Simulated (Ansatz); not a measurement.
**GeH2S: rotation by 180° about the S1–Ge2 bond**

Wanted: the energy profile along the rotation by 180° about the S1–Ge2 bond, from relaxed end points and a band of images. SMILES of the start: [SH][GeH].

Program: Ansatz 0.2.0. Level of theory: RKS CAM-B3LYP-D4/def2-SVP. These are calculated values, not measurements.

### 1 The system as given

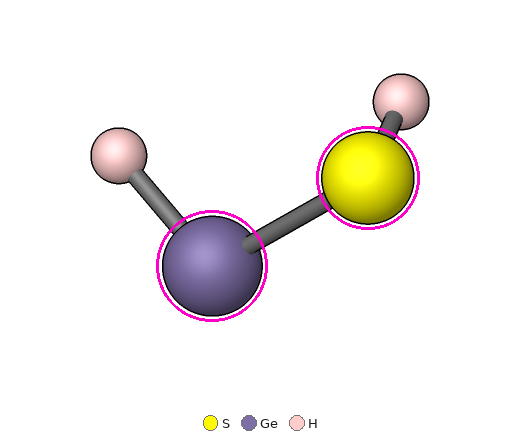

Start, viewed from a chosen angle; sulfur yellow, germanium purple, hydrogen pink. Ringed: S1, Ge2.

As a file:

```xyz
4

S    -0.5434   -1.1505    0.5933
Ge   -0.5614    0.5903   -0.8496
H     0.7740   -1.2484    0.5086
H     0.3863    1.7484   -0.2725
```

### 2 End point A

input.yaml reads:

```yaml
crystal:
  periodic: [false, false, false]
  atoms:
    - { symbol: S, position_ang: [-0.5434, -1.1505, 0.5933] }
    - { symbol: Ge, position_ang: [-0.5614, 0.5903, -0.8496] }
    - { symbol: H, position_ang: [0.774, -1.2484, 0.5086] }
    - { symbol: H, position_ang: [0.3863, 1.7484, -0.2725] }
basis:
  gaussian: { orbitals: def2-SVP }
hamiltonian:
  xc: cam_b3lyp
  dispersion: d4
relax:
  f_tol: 0.015
  max_steps: 40
```

Launch:

```sh
$ ansatz run input.yaml --threads 1 --pin off --max-ram 2048MiB --backend cpu --events-out ev --progress --plain --runs-dir out
```

The program printed, cut to the lines that bear on the results:

```text
Warning: RAYON_NUM_THREADS=1 ignored (pool sized by the plan → 1); use --threads N
[...]
Functional definition: CAM-B3LYP
[...]
620 factors; integrals over basis functions are off by at most 2.5e-4 eV
188 factors; integrals over basis functions are off by at most 2.0e-6 eV
[...]
mean field -67378.43348594 eV, -2476.1117598659 hartree, gradient 3.6e-5 eV, S^2 0.000000; 0 other end points of the search recorded, 0 dependent functions left out
[...]
reference -67378.43358019 eV, -2476.1117633294 hartree; 25, 25 occupied and 35, 35 virtual orbitals, 620 factors
relax step   1: F+E_penalty+E_count = -67378.49780480 eV  Δ(F+E_penalty+E_count) = +0.000e0 eV  max|allowed force component| = 9.468e-1 eV/Å  Δτ_max = 0.0000 Å  (27 SCF iters, accepted)
[...]
relax step   6: F+E_penalty+E_count = -67379.07421098 eV  Δ(F+E_penalty+E_count) = -3.546e-2 eV  max|allowed force component| = 3.550e-1 eV/Å  Δτ_max = 0.1056 Å  (30 SCF iters, accepted)
[...]
relax step   7: F+E_penalty+E_count = -67379.07796731 eV  Δ(F+E_penalty+E_count) = -3.756e-3 eV  max|allowed force component| = 1.432e-2 eV/Å  Δτ_max = 0.0110 Å  (28 SCF iters, accepted)
620 factors; integrals over basis functions are off by at most 2.0e-4 eV
188 factors; integrals over basis functions are off by at most 2.3e-6 eV
[...]
mean field -67379.01281760 eV, -2476.1330499115 hartree, gradient 5.1e-5 eV, S^2 0.000000; 1 other end points of the search recorded, 0 dependent functions left out
[...]
reference -67379.01290976 eV, -2476.1330532985 hartree; 25, 25 occupied and 35, 35 virtual orbitals, 620 factors
Total energy: -67379.07805947 eV, -2476.1354475062 hartree
Atom 0 at    -0.448456    -1.201315     0.276143 Å, force     0.005307     0.011603    -0.003209 eV/Å
Atom 1 at    -0.840718     0.741166    -0.744888 Å, force    -0.004831    -0.011886     0.003436 eV/Å
Atom 2 at     0.782187    -0.964718     0.774646 Å, force    -0.005353    -0.014038     0.004111 eV/Å
Atom 3 at     0.562487     1.364666    -0.326101 Å, force     0.004877     0.014321    -0.004338 eV/Å
Dipole moment:     0.179991     0.141797     0.027086 e Å
```

It took 60 s on 1 thread of Intel Xeon at 2.50GHz (Skylake/Cascade Lake), shared host; peak memory 0.13 GiB.

Step by step:

| step | energy from step 1 (eV) | largest force component (eV/Å) |
| --- | --- | --- |
| 1 | 0.0000 | 0.9468 |
| 2 | -0.2743 | 0.8440 |
| 3 | -0.4033 | 1.1302 |
| 4 | -0.5165 | 0.8553 |
| 5 | -0.5409 | 0.3324 |
| 6 | -0.5764 | 0.3550 |
| 7 | -0.5802 | 0.0143 |

Step 1 is the start.

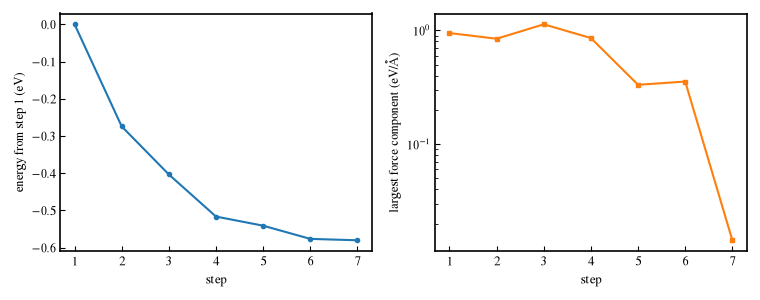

Energy and largest force along the relaxation.

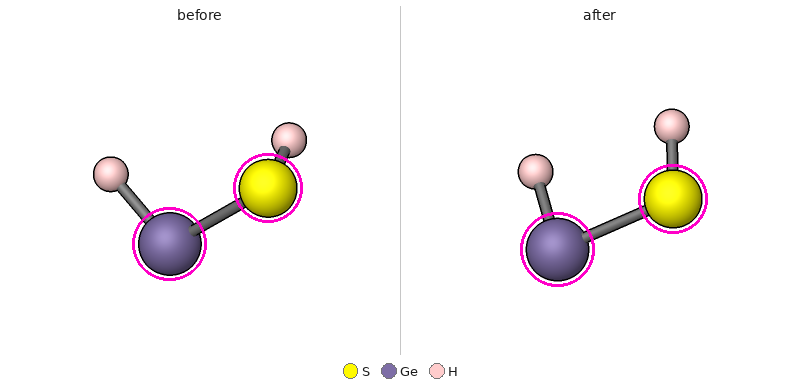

The structure before (left) and after (right), drawn at the same scale.

After: Bond lengths: S1–Ge2 2.229 Å, S1–H3 1.349 Å, Ge2–H4 1.592 Å. Angles: S1–Ge2–H4 93.8°, Ge2–S1–H3 100.2°.

### 3 Relaxing end B

The second end starts from a geometry with the move made by hand.

Edit input.yaml of step 2 so:

```diff
@@ -6,3 +6,3 @@
     - { symbol: H, position_ang: [0.774, -1.2484, 0.5086] }
-    - { symbol: H, position_ang: [0.3863, 1.7484, -0.2725] }
+    - { symbol: H, position_ang: [-1.51731, 0.2264, -2.08499] }
 basis:
```

Launch:

```sh
$ ansatz run input.yaml --threads 1 --pin off --max-ram 2048MiB --backend cpu --events-out ev --progress --plain --runs-dir out
```

The program printed, cut to the lines that bear on the results:

```text
Warning: RAYON_NUM_THREADS=1 ignored (pool sized by the plan → 1); use --threads N
[...]
Functional definition: CAM-B3LYP
[...]
621 factors; integrals over basis functions are off by at most 2.5e-4 eV
188 factors; integrals over basis functions are off by at most 2.2e-6 eV
[...]
mean field -67378.45421716 eV, -2476.1125217239 hartree, gradient 4.1e-5 eV, S^2 0.000000; 0 other end points of the search recorded, 0 dependent functions left out
[...]
reference -67378.45431298 eV, -2476.1125252453 hartree; 25, 25 occupied and 35, 35 virtual orbitals, 621 factors
relax step   1: F+E_penalty+E_count = -67378.51809119 eV  Δ(F+E_penalty+E_count) = +0.000e0 eV  max|allowed force component| = 1.229e0 eV/Å  Δτ_max = 0.0000 Å  (28 SCF iters, accepted)
[...]
621 factors; integrals over basis functions are off by at most 1.9e-4 eV
188 factors; integrals over basis functions are off by at most 2.0e-6 eV
[...]
mean field -67379.10760228 eV, -2476.1365331844 hartree, gradient 4.5e-5 eV, S^2 0.000000; 1 other end points of the search recorded, 0 dependent functions left out
[...]
reference -67379.10769432 eV, -2476.1365365667 hartree; 25, 25 occupied and 35, 35 virtual orbitals, 621 factors
Total energy: -67379.17219970 eV, -2476.1389070958 hartree
Atom 0 at    -0.491734    -1.264140     0.164401 Å, force     0.000136    -0.003289     0.002534 eV/Å
Atom 1 at    -0.317405     0.567328    -1.071852 Å, force    -0.002490     0.003020    -0.003937 eV/Å
Atom 2 at     0.666230    -1.108608     0.842207 Å, force    -0.000493    -0.000253    -0.000157 eV/Å
Atom 3 at    -1.705201     0.223221    -1.767445 Å, force     0.002847     0.000521     0.001560 eV/Å
Dipole moment:     0.169587     0.113110     0.032403 e Å
```

It took 46 s on 1 thread of Intel Xeon at 2.50GHz (Skylake/Cascade Lake), shared host; peak memory 0.13 GiB.

The steps of the relaxation:

| step | energy from step 1 (eV) | largest force component (eV/Å) |
| --- | --- | --- |
| 1 | 0.0000 | 1.2291 |
| 2 | -0.3524 | 0.8287 |
| 3 | -0.5078 | 1.5996 |
| 4 | -0.6283 | 0.8618 |
| 5 | -0.6531 | 0.0819 |
| 6 | -0.6540 | 0.0151 |
| 7 | -0.6540 | 0.0039 |

Step 1 is the start.

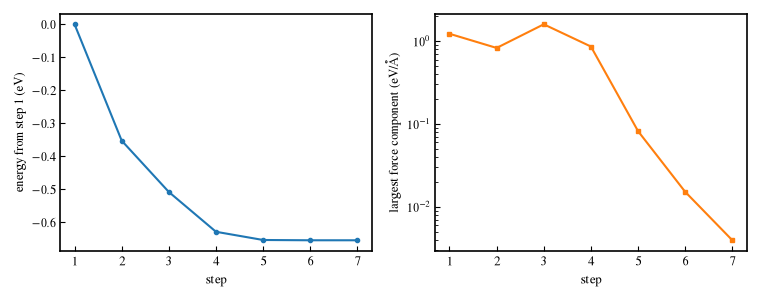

Energy and largest force along the relaxation.

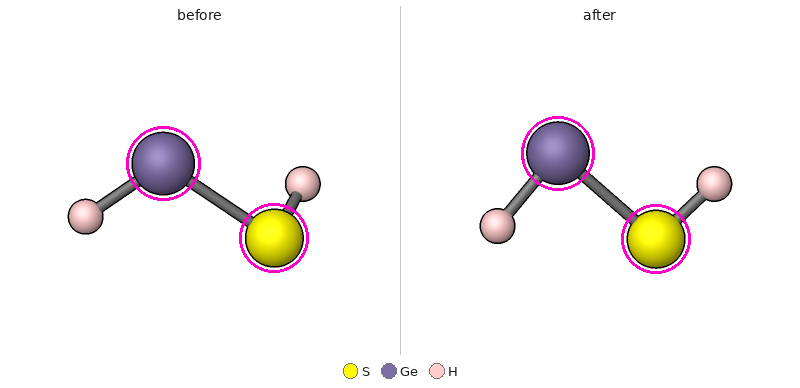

The structure before (left) and after (right), drawn at the same scale.

After: Bond lengths: S1–Ge2 2.217 Å, S1–H3 1.351 Å, Ge2–H4 1.590 Å. Angles: S1–Ge2–H4 89.8°, Ge2–S1–H3 96.7°.

### 4 Nudged elastic band

crystal.atoms is end A as relaxed above, and neb.final_atoms is end B, turned to lie on A. With 7 inner images the band has 9 in all.

input.yaml reads:

```yaml
crystal:
  periodic: [false, false, false]
  atoms:
    - { symbol: S, position_ang: [-0.448456, -1.201315, 0.276143] }
    - { symbol: Ge, position_ang: [-0.840718, 0.741166, -0.744888] }
    - { symbol: H, position_ang: [0.782187, -0.964718, 0.774646] }
    - { symbol: H, position_ang: [0.562487, 1.364666, -0.326101] }
basis:
  gaussian: { orbitals: def2-SVP }
hamiltonian:
  xc: cam_b3lyp
  dispersion: d4
neb:
  order_check: false
  images: 7
  f_tol: 0.03
  max_iterations: 59
  initial_path: idpp
  final_atoms:
    - { symbol: S, position_ang: [0.61677482, -0.68117731, 0.5743596] }
    - { symbol: Ge, position_ang: [-0.72342579, 0.60793284, -0.63189262] }
    - { symbol: H, position_ang: [-0.20276758, -1.75343075, 0.63016846] }
    - { symbol: H, position_ang: [0.36491855, 1.76647422, -0.59283543] }
```

Launch:

```sh
$ ansatz run input.yaml --threads 1 --pin off --max-ram 2048MiB --backend cpu --events-out ev --progress --plain --runs-dir out
```

The program printed, cut to the lines that bear on the results:

```text
Warning: RAYON_NUM_THREADS=1 ignored (pool sized by the plan → 1); use --threads N
[...]
Functional definition: CAM-B3LYP
[...]
622 factors; integrals over basis functions are off by at most 1.7e-4 eV
188 factors; integrals over basis functions are off by at most 2.2e-6 eV
[...]
mean field -67379.01281288 eV, -2476.1330497381 hartree, gradient 2.1e-5 eV, S^2 0.000000; 0 other end points of the search recorded, 0 dependent functions left out
[...]
reference -67379.01290524 eV, -2476.1330531323 hartree; 25, 25 occupied and 35, 35 virtual orbitals, 622 factors
622 factors; integrals over basis functions are off by at most 1.6e-4 eV
188 factors; integrals over basis functions are off by at most 2.4e-6 eV
[...]
mean field -67379.10760317 eV, -2476.1365332170 hartree, gradient 2.4e-5 eV, S^2 0.000000; 0 other end points of the search recorded, 0 dependent functions left out
[...]
622 factors; integrals over basis functions are off by at most 2.2e-4 eV
[...]
NEB iter   1: max|band force component| = 1.901e0 eV/Å  barrier→ = 1.6436 eV  barrier← = 1.7378 eV  Δτ_max = 0.1953 Å  (236 SCF iters)
[...]
NEB iter   7: max|band force component| = 9.167e-2 eV/Å  barrier→ = 0.6665 eV  barrier← = 0.7607 eV  CI = image 4  Δτ_max = 0.0087 Å  (200 SCF iters)
[...]
NEB iter   8: max|band force component| = 1.897e-2 eV/Å  barrier→ = 0.6662 eV  barrier← = 0.7603 eV  CI = image 4  Δτ_max = 0.0000 Å  (389 SCF iters)
Total energy: -67378.41187872 eV, -2476.1109658151 hartree
Atom 0 at    -0.234996    -0.809368     1.004973 Å, force    -0.013396     0.000982     0.009639 eV/Å
Atom 1 at    -0.682947     0.330551    -0.951037 Å, force     0.002648    -0.001759     0.001344 eV/Å
Atom 2 at     0.916852    -1.270263     0.464635 Å, force     0.009439     0.001073    -0.009876 eV/Å
Atom 3 at     0.056590     1.688878    -0.538771 Å, force     0.001309    -0.000295    -0.001108 eV/Å
Dipole moment:     0.088532     0.088028    -0.313255 e Å
this run last wrote the band of iteration 8 to <dir>
```

It took 5 min on 1 thread of Intel Xeon at 2.50GHz (Skylake/Cascade Lake), shared host; peak memory 0.14 GiB.

### 5 What the band shows

Images 0 and 8 are the ends. Energies count from image 0; the path length is the program's own measure over all atoms.

| image | path (Å) | energy (eV) | dihedral H3–S1–Ge2–H4 (°) | band force (eV/Å) |
| --- | --- | --- | --- | --- |
| 0 | 0.000 | 0.0000 | 0 | - |
| 1 | 0.277 | 0.0786 | -22 | 0.011 |
| 2 | 0.554 | 0.2958 | -45 | 0.008 |
| 3 | 0.831 | 0.5475 | -68 | 0.019 |
| 4* | 1.108 | 0.6662 | -90 | 0.013 |
| 5 | 1.400 | 0.5384 | -113 | 0.011 |
| 6 | 1.692 | 0.2644 | -135 | 0.007 |
| 7 | 1.984 | 0.0102 | -157 | 0.002 |
| 8 | 2.275 | -0.0941 | -180 | - |

The star marks the climbing image.

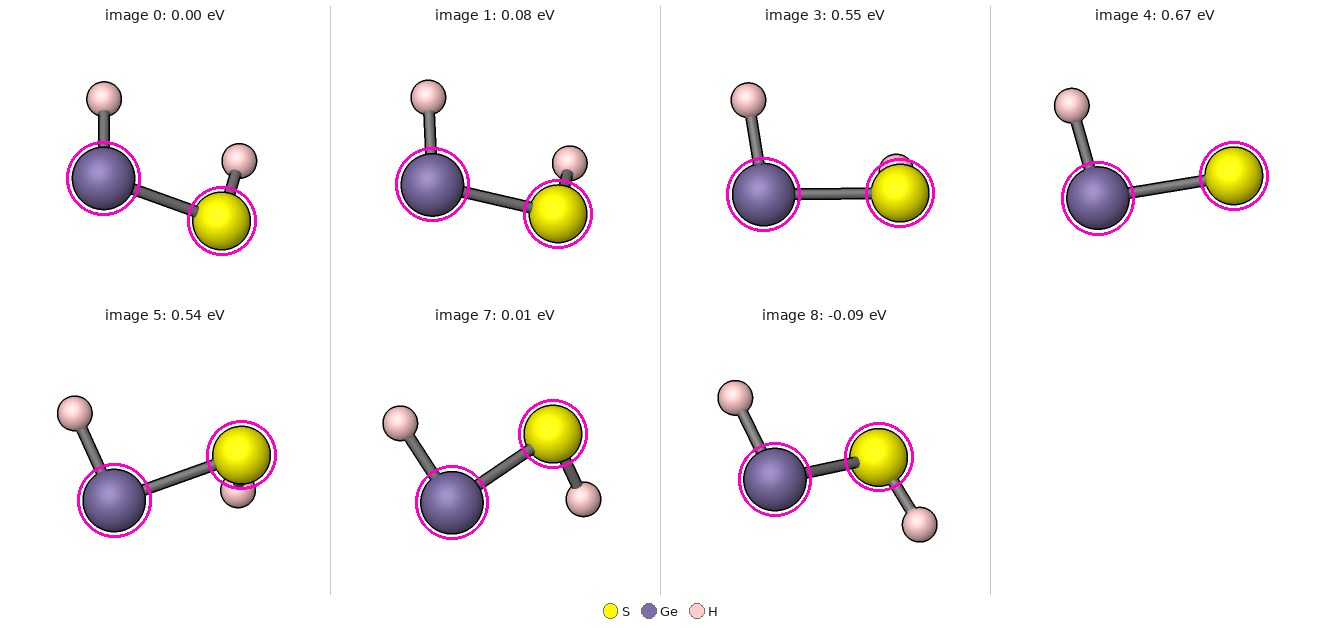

The images of the last band, seen from a chosen angle. Ringed: S1, Ge2. Sticks join atoms closer than a bonding distance in each image.

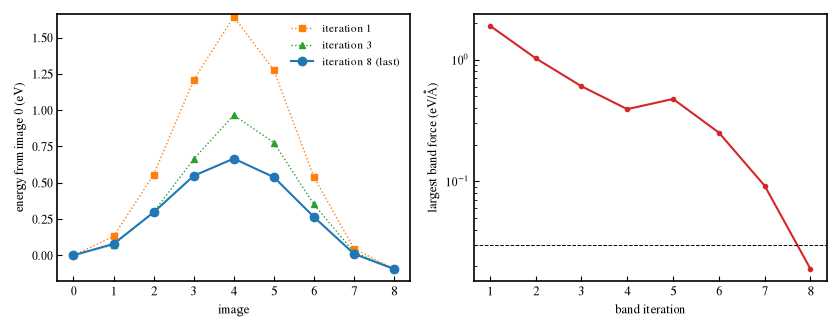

Left: energy of each image for early iterations and the last one (lines only join the points; early values far above the last band run off the scale). Right: the largest band force by iteration, with the threshold dashed.

How the highest energy settled:

| iteration | highest image above image 0 (eV) | largest band force (eV/Å) |
| --- | --- | --- |
| 1 | 1.6436 | 1.901 |
| 2 | 1.2471 | 1.025 |
| 3 | 0.9654 | 0.603 |
| 4 | 0.7713 | 0.391 |
| 5 | 0.6749 | 0.474 |
| 6 | 0.6687 | 0.251 |
| 7 | 0.6665 | 0.092 |
| 8 | 0.6662 | 0.019 |

Positions of all images (Å):

```xyz
4
image=0 dE=0.0000
S    -0.448   -1.201    0.276
Ge   -0.841    0.741   -0.745
H     0.782   -0.965    0.775
H     0.562    1.365   -0.326
4
image=1 dE=0.0786
S    -0.442   -1.155    0.440
Ge   -0.812    0.640   -0.841
H     0.871   -1.042    0.727
H     0.439    1.497   -0.346
4
image=2 dE=0.2958
S    -0.425   -1.087    0.620
Ge   -0.753    0.533   -0.922
H     0.922   -1.098    0.651
H     0.311    1.592   -0.370
4
image=3 dE=0.5475
S    -0.372   -0.982    0.810
Ge   -0.692    0.429   -0.968
H     0.942   -1.166    0.565
H     0.178    1.659   -0.427
4
image=4 dE=0.6662
S    -0.235   -0.809    1.005
Ge   -0.683    0.331   -0.951
H     0.917   -1.270    0.465
H     0.057    1.689   -0.539
4
image=5 dE=0.5384
S     0.027   -0.580    1.116
Ge   -0.726    0.252   -0.879
H     0.822   -1.422    0.421
H    -0.068    1.689   -0.678
4
image=6 dE=0.2644
S     0.329   -0.398    1.068
Ge   -0.773    0.202   -0.805
H     0.705   -1.548    0.478
H    -0.205    1.684   -0.762
4
image=7 dE=0.0102
S     0.574   -0.309    0.912
Ge   -0.798    0.174   -0.774
H     0.617   -1.619    0.602
H    -0.337    1.693   -0.761
4
image=8 dE=-0.0941
S     0.644   -0.655    0.575
Ge   -0.750    0.577   -0.631
H    -0.142   -1.750    0.657
H     0.304    1.768   -0.622
```

### 6 Vibrations at the top

The geometry is the highest inner image of the first converged band.

input.yaml reads:

```yaml
crystal:
  periodic: [false, false, false]
  atoms:
    - { symbol: S, position_ang: [-0.234996, -0.809368, 1.004973] }
    - { symbol: Ge, position_ang: [-0.682947, 0.330551, -0.951037] }
    - { symbol: H, position_ang: [0.916852, -1.270263, 0.464635] }
    - { symbol: H, position_ang: [0.05659, 1.688878, -0.538771] }
basis:
  gaussian: { orbitals: def2-SVP }
hamiltonian:
  xc: cam_b3lyp
  dispersion: d4
phonons: {}
```

Launch:

```sh
$ ansatz run input.yaml --threads 1 --pin off --max-ram 2048MiB --backend cpu --events-out ev --progress --plain --runs-dir out
```

The program printed, cut to the lines that bear on the results:

```text
Warning: RAYON_NUM_THREADS=1 ignored (pool sized by the plan → 1); use --threads N
[...]
Functional definition: CAM-B3LYP
[...]
621 factors; integrals over basis functions are off by at most 2.3e-4 eV
188 factors; integrals over basis functions are off by at most 2.3e-6 eV
[...]
mean field -67378.34722698 eV, -2476.1085899074 hartree, gradient 6.6e-5 eV, S^2 0.000000; 0 other end points of the search recorded, 0 dependent functions left out
[...]
reference -67378.34731883 eV, -2476.1085932828 hartree; 25, 25 occupied and 35, 35 virtual orbitals, 621 factors
[...]
621 factors; integrals over basis functions are off by at most 2.3e-4 eV
188 factors; integrals over basis functions are off by at most 2.3e-6 eV
[...]
mean field -67378.34713796 eV, -2476.1085866358 hartree, gradient 2.4e-6 eV, S^2 0.000000; 0 other end points of the search recorded, 0 dependent functions left out
[...]
reference -67378.34722982 eV, -2476.1085900117 hartree; 25, 25 occupied and 35, 35 virtual orbitals, 621 factors
[...]
621 factors; integrals over basis functions are off by at most 2.3e-4 eV
188 factors; integrals over basis functions are off by at most 2.3e-6 eV
mean field -67378.34722530 eV, -2476.1085898457 hartree, gradient 2.9e-6 eV, S^2 0.000000; 0 other end points of the search recorded, 0 dependent functions left out
[...]
reference -67378.34731716 eV, -2476.1085932216 hartree; 25, 25 occupied and 35, 35 virtual orbitals, 621 factors
WARN: phonons: modes at or below zero, which the zero-point energy, F, S and C_V leave out: 1, the lowest at -686.40 cm⁻¹. A minimum has none, and a first-order saddle one
Total energy: -67378.41187767 eV, -2476.1109657765 hartree
Atom 0 at    -0.234996    -0.809368     1.004973 Å, force    -0.013384     0.001004     0.009640 eV/Å
Atom 1 at    -0.682947     0.330551    -0.951037 Å, force     0.002625    -0.001745     0.001314 eV/Å
Atom 2 at     0.916852    -1.270263     0.464635 Å, force     0.009449     0.001060    -0.009870 eV/Å
Atom 3 at     0.056590     1.688878    -0.538771 Å, force     0.001310    -0.000318    -0.001084 eV/Å
Dipole moment:     0.088535     0.088027    -0.313254 e Å
Vibrations: -686.40 357.14 543.94 719.38 1908.26 2683.86 cm⁻¹, zero-point energy 0.385131 eV
```

Wall time 80 s (1 thread of Intel Xeon at 2.50GHz (Skylake/Cascade Lake), shared host); peak memory 0.14 GiB.

Of 6 modes, 1 is imaginary by more than 30 cm⁻¹ (686i cm⁻¹).

### 7 What came out

| quantity | value |
| --- | --- |
| end A | 6 moves, 0.580 eV lower |
| end B | 6 moves, 0.654 eV lower |
| barrier forwards | 0.666 eV |
| barrier backwards | 0.760 eV |
| second end relative to first | -0.094 eV |
| highest image | 4 of 0 to 8, climbing |
| band iterations | 8 |
| imaginary modes at the top | 686i cm⁻¹ |

**Reading.** The top lies 0.67 eV above the first end, or 26 kT at room temperature. The second end lies 0.094 eV below the first, so the way back costs 0.76 eV. The listed dihedral goes from 0° at end A through -90° at the highest image to -180° at end B. One imaginary mode, as a first-order saddle point has. Zero-point energy and entropy are left out.
